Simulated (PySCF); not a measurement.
# CH5BClN (SMILES CNBCl): CCSD(T)/def2-SVP

What is the energy change on altering one bond length of CH5BClN at CCSD(T)/def2-SVP? Input form: a Python script.

The results are computed with PySCF 2.14.0.

1 further run of the same task is left out (set aside as unsound or not needed).

## Step 1: Starting point

The species is CH5BClN (9 atoms), meant as a singlet with charge 0. As SMILES, `CNBCl`. Geometry: relaxed at PBE0-D4/def2-TZVP. This is one conformer, not always the lowest.

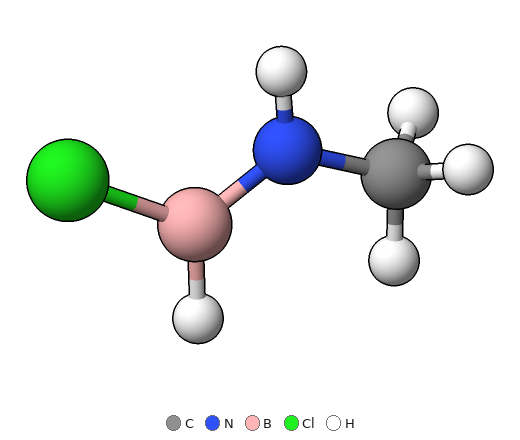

The structure, seen from a chosen angle (carbon grey, nitrogen blue, boron pink, chlorine green, hydrogen white).

## Step 2: A single-point energy at CCSD(T)/def2-SVP

input.py

```python
from pyscf import gto, cc

system = gto.M(
    atom=[
    ('C', (0.510100, 0.482100, -0.973400)),
    ('N', (-0.407900, -0.226000, -0.111700)),
    ('B', (-0.261100, -0.415200, 1.248200)),
    ('Cl', (-1.495300, -1.314500, 2.144800)),
    ('H', (0.907000, -0.170400, -1.756500)),
    ('H', (0.027900, 1.338900, -1.452800)),
    ('H', (1.346700, 0.849900, -0.380000)),
    ('H', (-1.220500, -0.605500, -0.573900)),
    ('H', (0.681600, 0.014200, 1.838200)),
],
    max_memory=1860,
    verbose=3,
    basis='def2-svp',
    charge=0,
)

mf = system.RHF()
mf.conv_tol = 1e-10
mf.kernel()
if not mf.converged:
    mf = mf.newton().run(mf.mo_coeff, mf.mo_occ)

mycc = cc.CCSD(mf, frozen=8)
mycc.kernel()
e_t = mycc.ccsd_t()
e_final = mycc.e_tot + e_t
print('Final energy', e_final)
```

The run is started by

```sh
OMP_NUM_THREADS=1 python input.py
```

The program printed:

```text
converged SCF energy = -579.265196218182
E(CCSD) = -579.8420915784726  E_corr = -0.576895360290711
CCSD(T) correction = -0.0154786769871893
Final energy -579.8575702554598
```

It took 16 s on 1 thread of Intel Xeon Platinum 8223CL at 3.00GHz (Skylake/Cascade Lake), shared host; peak memory 0.41 GiB.

## Step 3: The distorted shape, same level

run.py

```python
from pyscf import gto, cc

molecule = gto.Mole()
molecule.atom = '''
C      0.488085     0.510473    -1.177338
N     -0.429915    -0.197627    -0.315638
B     -0.261100    -0.415200     1.248200
Cl    -1.495300    -1.314500     2.144800
H      0.884985    -0.142027    -1.960438
H      0.005885     1.367273    -1.656738
H      1.324685     0.878273    -0.583938
H     -1.242515    -0.577127    -0.777838
H      0.681600     0.014200     1.838200
'''
molecule.verbose = 3
molecule.max_memory = 1860
molecule.basis = 'def2-svp'
molecule.build()

mf = molecule.RHF()
mf.conv_tol = 1e-10
mf.kernel()
if not mf.converged:
    mf = mf.newton().run(mf.mo_coeff, mf.mo_occ)

mycc = cc.CCSD(mf, frozen=8)
mycc.kernel()
e_t = mycc.ccsd_t()
energy = mycc.e_tot + e_t
print('Final energy', energy)
```

The run is started by

```sh
OMP_NUM_THREADS=1 python run.py
```

The program printed:

```text
converged SCF energy = -579.239433746078
E(CCSD) = -579.8191462623516  E_corr = -0.5797125162732907
CCSD(T) correction = -0.0165006023389295
Final energy -579.8356468646906
```

It took 17 s on 1 thread of Intel Xeon Platinum 8223CL at 3.00GHz (Skylake/Cascade Lake), shared host; peak memory 0.41 GiB.

## Step 4: Results

At CCSD(T)/def2-SVP, 8 core orbitals frozen:

| quantity | value |
| --- | --- |
| first shape: total energy | -579.85757 Eh |
| first shape: dipole moment (Hartree–Fock density) | 2.87 D |
| first shape: HOMO energy (Hartree–Fock orbitals) | -10.93 eV |
| first shape: LUMO energy (Hartree–Fock orbitals) | 4.27 eV |
| first shape: HOMO–LUMO gap (Hartree–Fock orbitals) | 15.19 eV |
| first shape: correlation energy (8 core orbitals frozen) | -592.4 mEh |
| first shape: (T) correction | -15.48 mEh |
| first shape: T1 diagnostic | 0.012 |
| distorted shape: total energy | -579.83565 Eh |
| distorted shape: dipole moment (Hartree–Fock density) | 1.87 D |
| distorted shape: HOMO energy (Hartree–Fock orbitals) | -10.28 eV |
| distorted shape: LUMO energy (Hartree–Fock orbitals) | 3.44 eV |
| distorted shape: HOMO–LUMO gap (Hartree–Fock orbitals) | 13.72 eV |
| distorted shape: correlation energy (8 core orbitals frozen) | -596.2 mEh |
| distorted shape: (T) correction | -16.50 mEh |
| distorted shape: T1 diagnostic | 0.016 |
| energy change with the N2–B3 bond stretched from 1.381 to 1.588 Å | 0.597 eV |

**Reading.** With the N2–B3 bond stretched from 1.381 to 1.588 Å the energy rises by 0.60 eV (57.6 kJ/mol). The first shape isn't relaxed at this level, so the change isn't measured from a minimum. Mulliken charges (first shape) of the mean-field density run from -0.34 on N2 to +0.26 on B3. The triples (first shape) make up 2.6 % of the correlation energy. The triples (distorted shape) make up 2.8 % of the correlation energy.
